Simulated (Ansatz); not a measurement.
**Work function of K(110): what the settings cost and change**

How far do cutoff, k-mesh and smearing move the work function of K(110)?

Method: plane-wave DFT, PBE, Ansatz PAW, in Ansatz 0.2.0.

## Step 1: The starting structure

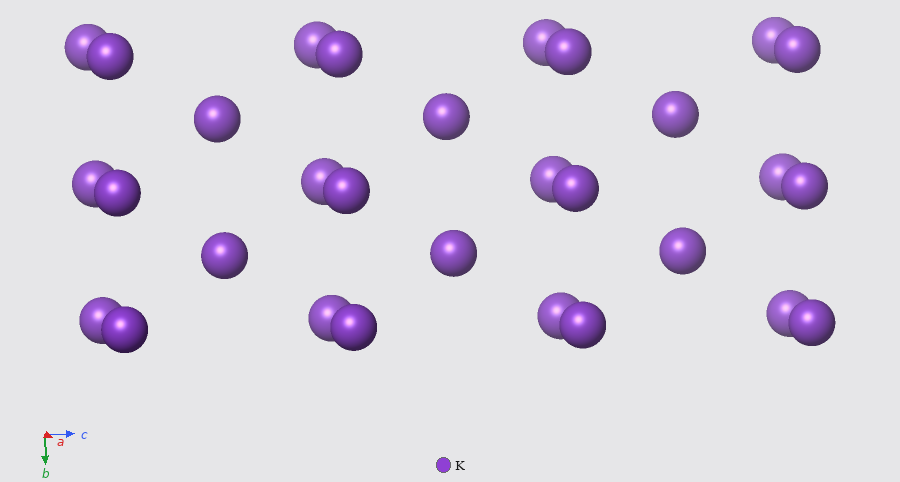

The cell as given, from the side, with the c axis across the page (potassium purple). 1×2×1 cells are drawn. Some periodic images of atoms are drawn too.

The cell holds 7 atoms: 7 K. Cell: a = 4.529 Å, b = 4.529 Å, c = 40.189 Å, α = 90.0°, β = 90.0°, γ = 70.5°. Vacuum lies along c.

As a file:

```cif
data_structure
_symmetry_space_group_name_H-M 'P 1'
_symmetry_Int_Tables_number 1
_cell_length_a 4.5293
_cell_length_b 4.5293
_cell_length_c 40.1890
_cell_angle_alpha 90.000
_cell_angle_beta 90.000
_cell_angle_gamma 70.529
_cell_volume 777.31
loop_
_atom_site_label
_atom_site_type_symbol
_atom_site_fract_x
_atom_site_fract_y
_atom_site_fract_z
_atom_site_occupancy
K1 K 0.00000 0.00000 0.22394 1
K2 K 0.50000 0.50000 0.31596 1
K3 K 0.00000 0.00000 0.40798 1
K4 K 0.50000 0.50000 0.50000 1
K5 K 0.00000 0.00000 0.59202 1
K6 K 0.50000 0.50000 0.68404 1
K7 K 0.00000 0.00000 0.77606 1
```

## Step 2: Slab, setting cutoff 200 eV

A work function rests on the faint tail of the density, so the SCF threshold is tight. The cutoff is raised first; then mesh and smearing are varied at the default cutoff.

Input file input.yaml:

```yaml
crystal:
  lattice:
    - [3.6981684656, -2.615, 0.0]
    - [3.6981684656, 2.615, 0.0]
    - [0.0, 0.0, 40.1890107936]
  atoms:
    - { symbol: K, position: [0.0, 0.0, 0.2239418145] }
    - { symbol: K, position: [0.5, 0.5, 0.3159612097] }
    - { symbol: K, position: [0.0, 0.0, 0.4079806048] }
    - { symbol: K, position: [0.5, 0.5, 0.5] }
    - { symbol: K, position: [0.0, 0.0, 0.5920193952] }
    - { symbol: K, position: [0.5, 0.5, 0.6840387903] }
    - { symbol: K, position: [0.0, 0.0, 0.7760581855] }
kpoints:
  mp_grid: { grid: [10, 10, 1] }
hamiltonian:
  xc: pbe
scf:
  occupations: { method: fermi_dirac, width: 0.1 }
  convergence: { dr2_threshold: 1.0e-09 }
efield:
  axis: 3
  dipole_correction: true
  ramp_position: 0.97
  ramp_width: 0.06
basis:
  ecutwfc: "200 eV"
output:
  write_potential: true
  write_density: true
  volumetric_format: npy
  elf: true
```

Command:

```bash
$ ansatz run input.yaml --threads 2 --pin off --max-ram 3072MiB --backend cpu --events-out ev --progress --plain --runs-dir out
```

Numbers of over 12 decimals in the logs are rounded to 6 here.

The program printed:

```text
Warning: basis.ecutwfc = 200 eV is below the records' recommended 420 eV, and the density's cutoff is lower with it unless basis.ecutrho_ratio is high enough to keep the records' density cutoff: compare with a run at a higher cutoff
Engine: ansatz 0.2.0, x86_64-unknown-linux-gnu
Pseudopotentials: kind: paw
Pseudopotential: K, paw, valence charge 9, recommended cutoff 420 eV (normal), K.paw.azcp
Functional definition: PBE
  parameter kappa = 0.804
  parameter beta = 0.066725
  exchange = pbe_x(kappa = kappa, mu = beta*pi^2/3)
  correlation = pbe_c(beta = beta)
Crystal: 7 atoms, lattice volume = 777.313 Å³
Basis set: ecut = 200 eV, 4967 PW (Γ)
Bands: 39, of which v1, the nominal top of the filled ones, is band 32 counted from 1 (31 counted from 0)
Symmetry: 4 space group operations
k-points: 31 of 100
Non-local potential: K, projectors of the file, l = 0: 3, l = 1: 2, l = 2: 2
PAW form: soft (Blöchl's): semilocal exchange-correlation on the pseudo side does not see the compensation charge
PAW one-centre angular grid: K, 110 points (default); XC on 64 Gauss nodes
Initial density: superposition of atomic densities (neutral atoms: chi_scale 0, normalization atom), corrected by the library's trained network
Initial wavefunctions: pseudopotential atomic-orbital guess
Functional: x = pbe(κ = 0.804, μ = 0.219515), c = pbe(β = 0.066725)
SCF iter   1: F=—  HF=-10758.158471 eV  |F-HF|=—  |Δ(HF+E_count)|=         —  Δρ=1.19e-2  dr2=6.67e-1  ethr=1.77e-3  p=0.000 e·Å  D=7.77e-14 V/Å  ΔV_dip=-0.00 eV  dr2_dipole=6.38e-9  V_vac-E_F(+/−)=2.57/2.57 eV  ⟨swp⟩=11.8  Hψ=5878  notcnv=0
efield: sawtooth ramp at fractional position 0.9700 (set: `efield.ramp_position`, or a place that a band, a saddle search or an elastic batch's reference lends), width 0.0600; the density the first Hamiltonian is built on has a dipole p = 0.000 e·Å; the dipole correction subtracts the counter field D = 7.77e-14 V/Å, which shifts the + side's vacuum level by -0.00 eV against the − side's; the planar-averaged density in the ramp window peaks in size at 1.8e-5 e/Å³
preconditioner: auto → LDOS  [metal: Δε(μ)=0.019 eV  Ē_g=1.876 eV  σ=0.100 eV  W_gap=0.05  n_scr=88 (ndim 8)  ℏωp=3.5 eV  f_vac=0.333  D(μ)=5.65/eV (n_scr^D=14)  β→1.0]
SCF iter   2: F=—  HF=-10758.066122 eV  |F-HF|=—  |Δ(HF+E_count)|=   9.23e-2  Δρ=3.92e-3  dr2=9.03e-2  ethr=1.06e-3  p=-0.000 e·Å  D=-7.84e-6 V/Å  ΔV_dip=0.00 eV  dr2_dipole=9.67e-8  V_vac-E_F(+/−)=2.41/2.41 eV  ⟨swp⟩=2.1  Hψ=2668  notcnv=0
SCF iter   3: F=—  HF=-10758.026987 eV  |F-HF|=—  |Δ(HF+E_count)|=   3.91e-2  Δρ=3.50e-4  dr2=1.01e-3  ethr=1.43e-4  p=-0.000 e·Å  D=-1.55e-6 V/Å  ΔV_dip=0.00 eV  dr2_dipole=1.11e-9  V_vac-E_F(+/−)=2.42/2.42 eV  ⟨swp⟩=2.0  Hψ=2290  notcnv=0
SCF iter   4: F=—  HF=-10758.026956 eV  |F-HF|=—  |Δ(HF+E_count)|=   3.04e-5  Δρ=4.38e-5  dr2=4.65e-5  ethr=1.61e-6  p=-0.000 e·Å  D=-8.06e-7 V/Å  ΔV_dip=0.00 eV  dr2_dipole=2.05e-11  V_vac-E_F(+/−)=2.41/2.41 eV  ⟨swp⟩=3.1  Hψ=2543  notcnv=0
SCF iter   5: F=—  HF=-10758.026955 eV  |F-HF|=—  |Δ(HF+E_count)|=   9.03e-7  Δρ=2.96e-5  dr2=1.25e-5  ethr=7.39e-8  p=-0.000 e·Å  D=-2.86e-7 V/Å  ΔV_dip=0.00 eV  dr2_dipole=1.35e-11  V_vac-E_F(+/−)=2.41/2.41 eV  ⟨swp⟩=2.0  Hψ=1775  notcnv=0
SCF iter   6: F=—  HF=-10758.026957 eV  |F-HF|=—  |Δ(HF+E_count)|=   1.36e-6  Δρ=1.19e-5  dr2=1.65e-6  ethr=1.98e-8  p=-0.000 e·Å  D=-1.10e-7 V/Å  ΔV_dip=0.00 eV  dr2_dipole=2.79e-12  V_vac-E_F(+/−)=2.41/2.41 eV  ⟨swp⟩=2.0  Hψ=1839  notcnv=0
SCF iter   7: F=—  HF=-10758.026934 eV  |F-HF|=—  |Δ(HF+E_count)|=   2.28e-5  Δρ=1.80e-6  dr2=5.70e-8  ethr=2.62e-9  p=-0.000 e·Å  D=-2.16e-8 V/Å  ΔV_dip=0.00 eV  dr2_dipole=2.20e-12  V_vac-E_F(+/−)=2.41/2.41 eV  ⟨swp⟩=2.0  Hψ=1795  notcnv=0
SCF iter   8: F=—  HF=-10758.026934 eV  |F-HF|=—  |Δ(HF+E_count)|=   1.09e-8  Δρ=7.44e-7  dr2=1.42e-8  ethr=9.05e-11  p=-0.000 e·Å  D=-5.86e-9 V/Å  ΔV_dip=0.00 eV  dr2_dipole=5.57e-14  V_vac-E_F(+/−)=2.40/2.41 eV  ⟨swp⟩=2.5  Hψ=2298  notcnv=0
SCF iter   9: F=—  HF=-10758.026934 eV  |F-HF|=—  |Δ(HF+E_count)|=  6.24e-10  Δρ=3.44e-7  dr2=1.50e-9  ethr=2.26e-11  p=0.000 e·Å  D=3.83e-9 V/Å  ΔV_dip=-0.00 eV  dr2_dipole=1.15e-13  V_vac-E_F(+/−)=2.40/2.40 eV  ⟨swp⟩=2.0  Hψ=2040  notcnv=0
SCF iter  10: F=-10758.026934 eV  HF=-10758.026934 eV  |F-HF|=6.00e-11  |Δ(HF+E_count)|=  1.67e-10  Δρ=6.05e-8  dr2=1.47e-10  ethr=1.59e-12  p=0.000 e·Å  D=2.10e-9 V/Å  ΔV_dip=-0.00 eV  dr2_dipole=1.15e-12  V_vac-E_F(+/−)=2.40/2.40 eV  ⟨swp⟩=6.7  Hψ=3236  notcnv=0
SCF 1 converged in 10 iterations: F = -10758.026934 eV  dr2 = 1.47e-10
  greatest PAW one-centre occupation: 0.993 electrons in one spin orbital (limit 2), on the K atom at site 0 (counted from 0), in its partial waves of l = 0
WARN: The output density's exchange-correlation potential varies sharply where the density is thin. Do not read a vacuum level from v_tot or v_xc, or from such a field of the output density. On a cell that repeats whose density bears no net charge and no dipole along the vacuum's axis use v_es (v_loc + v_h of the components); under efield.dipole_correction with no amplitude use v_es + v_field, which holds any externa [...]
SCF converged after 10 iterations
Free energy (F): -10758.026934 eV
Harris-Foulkes:  -10758.026934 eV  (|F-HF|=6.00e-11)
Internal energy: -10757.840714 eV  (E = F + TS)
E sigma→0 (E₀):  -10757.933824 eV
Entropy (-TS):   -0.186220 eV (-26.603 meV/atom)
Fermi energy:    0.421448 eV
Dipole field:    D = 0.000001 V/Å  (p = 0.000003 e·Å, saw-weighted, corrected)
Work function:   Φ+ = 2.4045 eV   Φ− = 2.4048 eV
Levels:          The Fermi level and band energies are counted from a zero that moves with the ramp; work functions are not
--- Per-component energies (eV) ---
  E_band       = -1096.371667
  E_kinetic    = 1758.881315
  E_local      = -21457.196304  (includes V_loc(G=0)·N_el)
  E_nonlocal   = 92.629906
  E_hartree    = 9924.715158
  E_xc         = -934.680731
  E_vxc        = -1139.603498  (∫ρ·V_xc dr)
  E_paw        = -5470.433034  (= ΣΔE_a)
  E_vpaw       = -200.511775  (= ΣTr[D̂ρ^β])
  E_aug_tail   = -0.000738  (compensation charges beyond the density's cutoff)
  E_efield     = 0.000000  (sawtooth field / dipole correction)
  E_vefield    = 0.000000  (∫n·V_field dr)
  E_ewald      = 5328.243713
  E_smearing   = -0.186220  (= −TS)
  E_closure    = 0.000000  (closes the sum)
  Σ components = -10758.026934   (vs F -10758.026934, Δ=0.00e0)
--- Band table (eV; the first three rows and the last of 31) ---
  k-point 0: bands = [... 28 lower, -1.7275, -1.5816, -1.3402, -1.0003, -0.5789, -0.0922, 0.4313, 1.0723, ... 3 higher]
  k-point 1: bands = [... 28 lower, -1.6320, -1.4882, -1.2478, -0.9096, -0.4893, -0.0046, 0.5161, 1.1263, ... 3 higher]
  k-point 2: bands = [... 28 lower, -1.3550, -1.2124, -0.9748, -0.6418, -0.2280, 0.2499, 0.7631, 1.2902, ... 3 higher]
  k-point 30: bands = [... 28 lower, 0.9373, 1.0851, 1.1375, 1.2082, 1.3201, 1.3304, 1.5117, 1.6190, ... 3 higher]
```

Wall time 23 s (2 threads of Intel Xeon 6975P-C (Granite Rapids), shared host); peak memory 0.65 GiB; 44 s of CPU time.

Numbers from this step:

- energy at zero smearing: -10757.9338 eV
- work function, upper face: 2.405 eV

Running mean over 3.698 Å of the planar mean; the ramp of the sawtooth is left out. The electron's electrostatic potential energy less the Fermi level by z:

| z (Å) | electron's electrostatic potential energy less the Fermi level (eV) |
| --- | --- |
| 5.0 | 2.32 |
| 7.5 | -0.0457 |
| 10.0 | -0.766 |
| 12.5 | -0.720 |
| 15.0 | -0.717 |
| 17.5 | -0.720 |
| 20.0 | -0.724 |
| 22.5 | -0.720 |
| 25.0 | -0.718 |
| 27.5 | -0.721 |
| 30.0 | -0.752 |
| 32.5 | -0.320 |
| 35.0 | 2.30 |

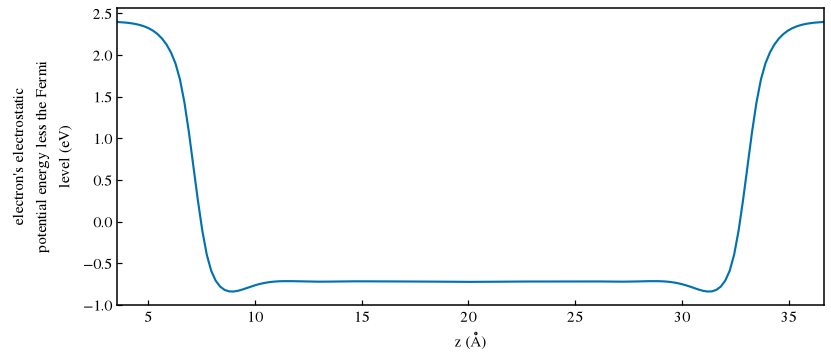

Electron's electrostatic potential energy less the Fermi level against z.

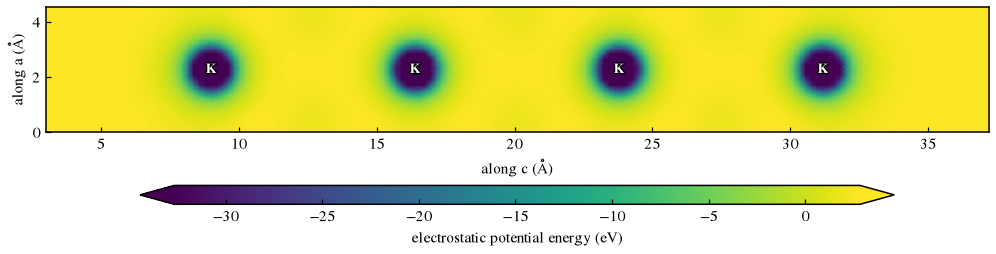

Electrostatic potential energy in the ca plane at fractional y = 0.000, with atoms of K within 0.2 Å of it. With pseudopotentials it is smooth inside the atoms' cores, unlike the true potential. The map starts off the cell's origin, so that atoms lie inside it. The far vacuum is left out of the map.

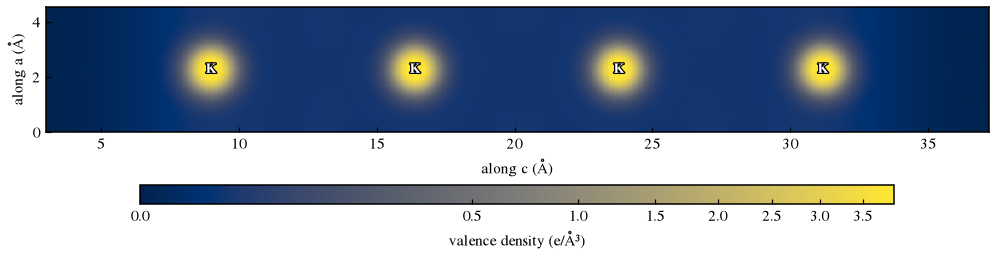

Valence density in the ca plane at fractional y = 0.000, with atoms of K within 0.2 Å of it. It is the smooth field of the valence electrons, not physical close to the nuclei. The map starts off the cell's origin, so that atoms lie inside it. The colour scale is stretched toward low values. The far vacuum is left out of the map.

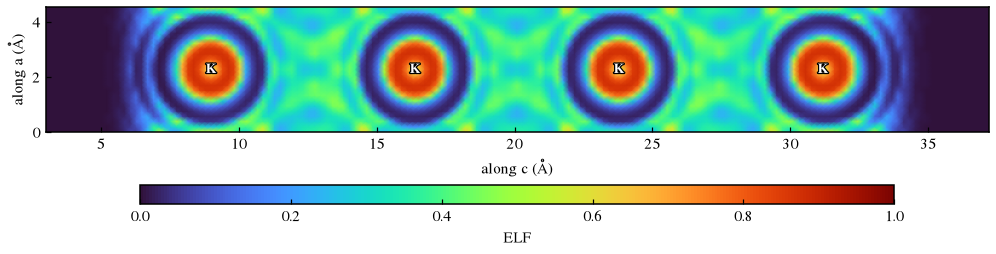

ELF in the ca plane at fractional y = 0.000, with atoms of K within 0.2 Å of it. It is the smooth field of the valence electrons, not physical close to the nuclei. The map starts off the cell's origin, so that atoms lie inside it. The far vacuum is left out of the map.

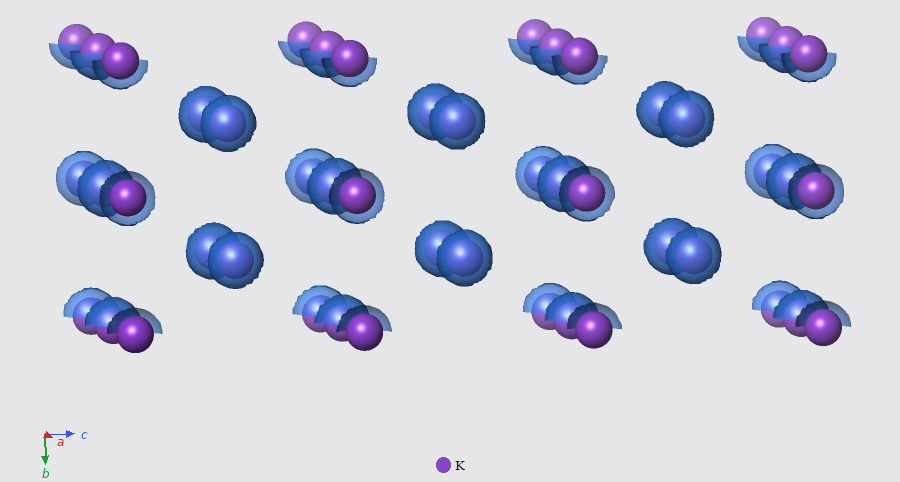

Surface of ELF = 0.8. 2×2×1 cells are drawn.

The work function is 2.405 eV.

## Step 3: Slab

input.yaml: that of step 2 with these lines changed.

```diff
@@ -26,3 +26,3 @@
 basis:
-  ecutwfc: "200 eV"
+  ecutwfc: "300 eV"
 output:
@@ -31,2 +31 @@
   volumetric_format: npy
-  elf: true
```

The program printed:

```text
[...]
Crystal: 7 atoms, lattice volume = 777.313 Å³
Basis set: ecut = 300 eV, 9253 PW (Γ)
Bands: 39, of which v1, the nominal top of the filled ones, is band 32 counted from 1 (31 counted from 0)
Symmetry: 4 space group operations
k-points: 31 of 100
[...]
k-point 1: bands = [... 28 lower, -1.6503, -1.5050, -1.2638, -0.9260, -0.5057, -0.0218, 0.4947, 1.1152, ... 3 higher]
  k-point 2: bands = [... 28 lower, -1.3701, -1.2277, -0.9910, -0.6589, -0.2451, 0.2323, 0.7423, 1.2748, ... 3 higher]
  k-point 30: bands = [... 28 lower, 0.8984, 1.0474, 1.1242, 1.1932, 1.2831, 1.3120, 1.4858, 1.5788, ... 3 higher]
[key lines of the parts left out:]
SCF converged after 9 iterations
Free energy (F): -10764.239515 eV
Fermi energy:    0.401945 eV
Dipole field:    D = -0.000001 V/Å  (p = -0.000003 e·Å, saw-weighted, corrected)
Work function:   Φ+ = 2.3915 eV   Φ− = 2.3915 eV
```

It took 39 s on 2 threads; peak memory 0.95 GiB; 77 s of CPU time.

The work function is 2.391 eV, -0.013 eV from the run “cutoff 200 eV”, at 1.8 times its CPU time.

## Step 4: Run

input.yaml: that of step 3 with these lines changed.

```diff
@@ -26,3 +26,3 @@
 basis:
-  ecutwfc: "300 eV"
+  ecutwfc: "420 eV"
 output:
```

The program printed:

```text
[...]
Crystal: 7 atoms, lattice volume = 777.313 Å³
Basis set: ecut = 420 eV, 15259 PW (Γ)
Bands: 39, of which v1, the nominal top of the filled ones, is band 32 counted from 1 (31 counted from 0)
Symmetry: 4 space group operations
k-points: 31 of 100
[...]
k-point 1: bands = [... 28 lower, -1.6502, -1.5049, -1.2637, -0.9259, -0.5058, -0.0219, 0.4944, 1.1155, ... 3 higher]
  k-point 2: bands = [... 28 lower, -1.3698, -1.2275, -0.9909, -0.6590, -0.2452, 0.2322, 0.7419, 1.2748, ... 3 higher]
  k-point 30: bands = [... 28 lower, 0.8971, 1.0461, 1.1244, 1.1933, 1.2820, 1.3119, 1.4854, 1.5777, ... 3 higher]
[key lines of the parts left out:]
SCF converged after 9 iterations
Free energy (F): -10764.312836 eV
Fermi energy:    0.401692 eV
Dipole field:    D = -0.000001 V/Å  (p = -0.000003 e·Å, saw-weighted, corrected)
Work function:   Φ+ = 2.3908 eV   Φ− = 2.3908 eV
```

Wall time 68 s (2 threads); peak memory 1.4 GiB.

The work function is 2.391 eV, -0.014 eV from the run “cutoff 200 eV”, at 3.1 times its CPU time.

## Step 5: Slab

input.yaml: that of step 4 with these lines changed.

```diff
@@ -26,3 +26,3 @@
 basis:
-  ecutwfc: "420 eV"
+  ecutwfc: "600 eV"
 output:
```

The program printed:

```text
[...]
Crystal: 7 atoms, lattice volume = 777.313 Å³
Basis set: ecut = 600 eV, 25901 PW (Γ)
Bands: 39, of which v1, the nominal top of the filled ones, is band 32 counted from 1 (31 counted from 0)
Symmetry: 4 space group operations
k-points: 31 of 100
[...]
k-point 1: bands = [... 28 lower, -1.6503, -1.5049, -1.2637, -0.9260, -0.5059, -0.0219, 0.4944, 1.1154, ... 3 higher]
  k-point 2: bands = [... 28 lower, -1.3699, -1.2275, -0.9910, -0.6590, -0.2452, 0.2321, 0.7419, 1.2748, ... 3 higher]
  k-point 30: bands = [... 28 lower, 0.8971, 1.0461, 1.1244, 1.1933, 1.2820, 1.3119, 1.4854, 1.5777, ... 3 higher]
[key lines of the parts left out:]
SCF converged after 9 iterations
Free energy (F): -10764.313223 eV
Fermi energy:    0.401673 eV
Dipole field:    D = -0.000000 V/Å  (p = -0.000002 e·Å, saw-weighted, corrected)
Work function:   Φ+ = 2.3909 eV   Φ− = 2.3909 eV
```

It took 1.7 min on 2 threads; peak memory 2.2 GiB.

The work function is 2.391 eV, +0.000 eV from the run “cutoff 420 eV”, at 1.5 times its CPU time.

## Step 6: Run

input.yaml: that of step 5 with these lines changed.

```diff
@@ -14,3 +14,3 @@
 kpoints:
-  mp_grid: { grid: [10, 10, 1] }
+  mp_grid: { grid: [2, 2, 1] }
 hamiltonian:
@@ -25,4 +25,2 @@
   ramp_width: 0.06
-basis:
-  ecutwfc: "600 eV"
 output:
```

The program printed:

```text
[...]
Crystal: 7 atoms, lattice volume = 777.313 Å³
Basis set: ecut = 420 eV, 15259 PW (Γ)
Bands: 39, of which v1, the nominal top of the filled ones, is band 32 counted from 1 (31 counted from 0)
Symmetry: 4 space group operations
k-points: 3 of 4
[...]
Work function:   Φ+ = 2.3179 eV   Φ− = 2.3179 eV
[...]
--- Band table (eV) ---
  k-point 0: bands = [... 28 lower, -1.7480, -1.6188, -1.4070, -1.0781, -0.6337, -0.1381, 0.3749, 1.0164, ... 3 higher]
  k-point 1: bands = [... 28 lower, 0.3979, 0.4107, 0.4911, 0.5187, 0.6539, 0.6798, 0.8490, 1.0574, ... 3 higher]
  k-point 2: bands = [... 28 lower, 0.8993, 1.0311, 1.1194, 1.1758, 1.2333, 1.2736, 1.4473, 1.5139, ... 3 higher]
[key lines of the parts left out:]
SCF converged after 12 iterations
Free energy (F): -10762.973630 eV
Fermi energy:    0.563594 eV
Dipole field:    D = -0.000002 V/Å  (p = -0.000009 e·Å, saw-weighted, corrected)
```

Run time: 6 s. Hardware: 2 threads; peak memory 0.79 GiB; 10 s of CPU time.

The work function is 2.318 eV, -0.073 eV from the run “cutoff 420 eV”, at 0.075 times its CPU time.

## Step 7: Run

input.yaml: that of step 6 with these lines changed.

```diff
@@ -14,3 +14,3 @@
 kpoints:
-  mp_grid: { grid: [2, 2, 1] }
+  mp_grid: { grid: [3, 3, 1] }
 hamiltonian:
```

The program printed:

```text
[...]
Crystal: 7 atoms, lattice volume = 777.313 Å³
Basis set: ecut = 420 eV, 15259 PW (Γ)
Bands: 39, of which v1, the nominal top of the filled ones, is band 32 counted from 1 (31 counted from 0)
Symmetry: 4 space group operations
k-points: 4 of 9
[...]
k-point 1: bands = [... 28 lower, -0.7201, -0.5695, -0.3342, -0.0228, 0.3544, 0.8133, 1.2999, 1.6669, ... 3 higher]
  k-point 2: bands = [... 28 lower, -0.4052, -0.2555, -0.0237, 0.2781, 0.6349, 1.0598, 1.5089, 1.7924, ... 3 higher]
  k-point 3: bands = [... 28 lower, 0.7471, 0.8814, 1.0883, 1.3508, 1.4788, 1.5493, 1.5675, 1.6134, ... 3 higher]
[key lines of the parts left out:]
SCF converged after 10 iterations
Free energy (F): -10764.572502 eV
Fermi energy:    0.342430 eV
Dipole field:    D = -0.000001 V/Å  (p = -0.000003 e·Å, saw-weighted, corrected)
Work function:   Φ+ = 2.3993 eV   Φ− = 2.3993 eV
```

Elapsed: 9.4 s, on 2 threads; peak memory 0.76 GiB; 16 s of CPU time.

The work function is 2.399 eV, +0.008 eV from the run “cutoff 420 eV”, at 0.12 times its CPU time.

[end of part 1 of 2]

[Logs are printed without paths, hosts, clocks, repeated set-up lines and the standing remarks that a program may print on its own settings, such as how far it seeks lower states.]

[Hosts, paths, dates, database ids (printed as entryN), source tags and the programs' standing remarks are cut or masked in the printed files.]

[Maps of the electrostatic potential energy from Ansatz leave out the sawtooth potential of an applied field or a dipole correction, so their vacuum need not be flat; planar profiles and work functions include it.]
